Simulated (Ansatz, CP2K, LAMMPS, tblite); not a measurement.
## Amorphous polyacrylonitrile (as short chains C14N4H18) at 480 K (108 atoms): runs against a plane-wave reference

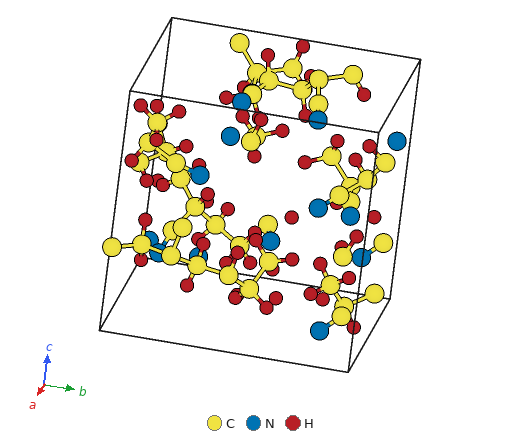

The cell (carbon yellow, nitrogen blue, hydrogen red). Bonds to atoms that aren't drawn are left out. Some periodic images of atoms are drawn too.

Density of this cell: 0.988 g/cm³. The cell holds 108 atoms: 42 C, 12 N and 54 H. Its edges and angles: a = 10.691 Å, b = 10.691 Å, c = 10.691 Å, α = 90.0°, β = 90.0°, γ = 90.0°. 3 polyacrylonitrile chains of 4 units with methyl end groups placed at random, at 0.988 g/cm³; overlaps pushed apart, then 20 ps at 800 K with MMFF94 bonds, angles, torsions, charges and radii (Halgren, J. Comput. Chem. 17, 490 (1996)) in harmonic and 12-6 forms. Snapshot after 30 ps at 480 K and fixed volume.

Geometry: as built.

The reference, a calculation:

```
method                                           : Kohn-Sham DFT, PBE, PAW, plane waves (Ansatz 0.2.0); cutoff 420 eV, Γ point, fermi-dirac smearing of 0.05 eV; PAW set soft_2
r.m.s. force component                           : 1.068 eV/Å
longest force                                    : 4.372 eV/Å
pressure                                         : 2.46 GPa
gap (highest filled to lowest empty level) : 5.49 eV
SCF cycles                                       : 10
time                                             : 8.7 s on 4 threads of Arm Neoverse V2, shared host
CPU time                                         : 33 s
```

Runs, in no order:
A. CP2K GFN1-xTB, OT DIIS: GFN1-xTB tight binding (the program's own implementation), orbital transformation
B. CP2K PBE+D3(BJ), DZVP-MOLOPT-SR, 600/50 Ry, OT CG: Kohn-Sham DFT, PBE+D3(BJ), GTH-PBE pseudopotentials, Gaussian and plane waves, DZVP-MOLOPT-SR-GTH, orbital transformation
C. CP2K PBE, SZV-MOLOPT-SR, 600/50 Ry, OT CG: Kohn-Sham DFT, PBE, GTH-PBE pseudopotentials, Gaussian and plane waves, SZV-MOLOPT-SR-GTH, orbital transformation
D. CP2K PBEsol, PBE potentials, DZVP-MOLOPT-SR, 600/50 Ry, OT CG: Kohn-Sham DFT, PBEsol, GTH-PBE pseudopotentials, Gaussian and plane waves, DZVP-MOLOPT-SR-GTH, orbital transformation

Q: Order them from the smallest to the largest r.m.s. force difference.

B, D, A, C.

| run | Δ force, r.m.s. (meV/Å) | share of r.m.s. force (%) | CPU time |
| --- | --- | --- | --- |
| B. CP2K PBE+D3(BJ), DZVP-MOLOPT-SR, 600/50 Ry, OT CG | 186 | 17.4 | 11 min |
| D. CP2K PBEsol, PBE potentials, DZVP-MOLOPT-SR, 600/50 Ry, OT CG | 302 | 28.2 | 11 min |
| A. CP2K GFN1-xTB, OT DIIS | 437 | 40.9 | 3.4 s |
| C. CP2K PBE, SZV-MOLOPT-SR, 600/50 Ry, OT CG | 2031 | 190 | 5.9 min |

Periodic xTB results under one method name differ between programs and library versions. The network of contacts between molecules at the start is that of the classical potential that made the cell, and needn't be the one that DFT or experiment would give. The electronic-structure runs sample only Γ, in a cell whose shortest periodic width is 11 Å.

[Logs are printed without paths, hosts, clocks, repeated set-up lines and the standing remarks that a program may print on its own settings, such as how far it seeks lower states.]

[Hosts, paths, dates, database ids (printed as entryN), source tags and the programs' standing remarks are cut or masked in the printed files.]

[The MMFF94 radii named for the starting cell were scaled by 0.96; in molecules described by MMFF94, hydrogen bound to N, O or S took a small fixed 12-6 site in their place.]
